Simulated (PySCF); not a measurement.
Consider C₃H₁₀O₃SSi (SMILES CC(C)S[Si](O)(O)O).

Input

```
{"job": {"kind": "nmr", "xc": "PBE0", "basis": "pcSseg-1"}, "charge": 0, "multiplicity": 1}
C     -1.233454     0.891195    -1.022879
C     -1.109062    -0.218232     0.006413
C     -2.399377    -0.416903     0.783353
S      0.231322     0.176599     1.212947
Si     1.974094    -0.145999     0.024013
O      3.269299    -0.184179     1.004845
O      2.275336     1.008267    -1.078433
O      1.690087    -1.513061    -0.796922
H     -1.470875     1.832187    -0.530711
H     -2.029876     0.654142    -1.726657
H     -0.304966     1.012065    -1.575460
H     -0.808969    -1.151685    -0.472064
H     -2.279828    -1.202035     1.525427
H     -3.203616    -0.694031     0.104425
H     -2.671567     0.502619     1.296566
H      3.237713    -0.678833     1.818462
H      2.617527     1.848521    -0.785374
H      2.207452    -1.714320    -1.572892
```

Launched as:

```sh
OMP_NUM_THREADS=1 python probes_run.py task.json out
```

Geometry: GFN2-xTB.

Computed with PySCF, PBE0/pcSseg-1, SCF density, gas phase, non-relativistic.

What can the converged electron density and electron localisation function tell about the bonding?

Si–O (1.63 Å): the density is about 1.2 e/Å³ at the midpoint; the ELF peaks at about 0.85 between the atoms (a polar covalent bond).
Si–S (2.13 Å): ρ is about 0.88 e/Å³ halfway; the ELF peaks at about 0.95 between the atoms (a covalent bond).

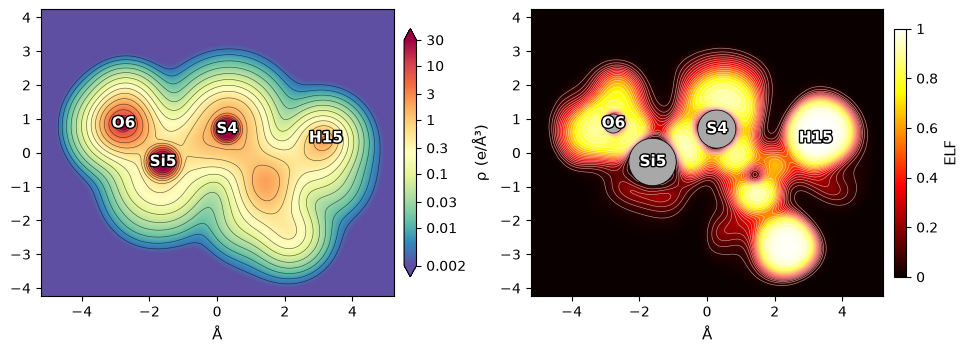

Computed electron density and electron localisation function on the plane of atoms S4, Si5 and O6, in this order. Grey discs cover the atomic cores in the ELF map. 
